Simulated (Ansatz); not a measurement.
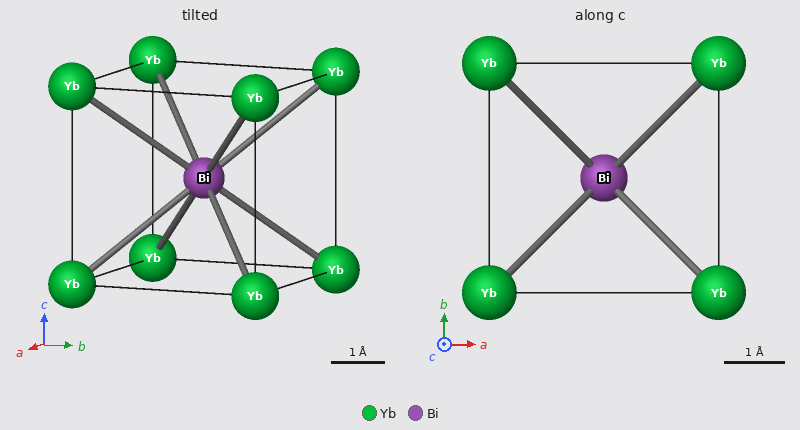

Ball-and-stick drawing of the structure, looking slightly off an axis and along the c axis. The wireframe shows the conventional unit cell.

YbBi, caesium chloride (CsCl, B2) type, space group Pm-3m (No. 221), a = 3.842 Å, b = 3.842 Å, c = 3.842 Å, α = 90.00°, β = 90.00°, γ = 90.00°. Starting structure: a structure type filled with these elements by a generator (whether the compound takes this form wasn't checked). The cell was then strained or its atoms displaced on purpose. It went into a calculation with Ansatz.

This one geometry was computed with Ansatz (DFT, plane waves, PAW) at three levels of theory: LDA+U (U_eff = 7.00 eV on Yb f), LDA with spin-orbit coupling and LDA.

Question: Which level gives the highest pressure at this volume, and what does that say about its equilibrium volume?

Answer: Highest: LDA+U (U_eff = 7.00 eV on Yb f) (0.0 GPa), which points to the largest equilibrium volume. Lowest, with the smallest volume: LDA with spin-orbit coupling (-1.8 GPa) and LDA (-1.6 GPa). Levels within 0.5 GPa of each other can't be told apart.

Question: How does the band gap change with the level of theory?

Answer: All levels give a metal.

Question: Collect the results in a table.

Answer:
| level | cutoff (eV) | k-mesh of the run's cell | gap (eV) | pressure (GPa) |
| --- | --- | --- | --- | --- |
| LDA+U (U_eff = 7.00 eV on Yb f) | 420 | 8×8×8 | metal | 0.0 |
| LDA with spin-orbit coupling | 420 | 8×8×8 | metal | -1.8 |
| LDA | 420 | 8×8×8 | metal | -1.6 |

Gaps are taken on the k-mesh or band path of each run.
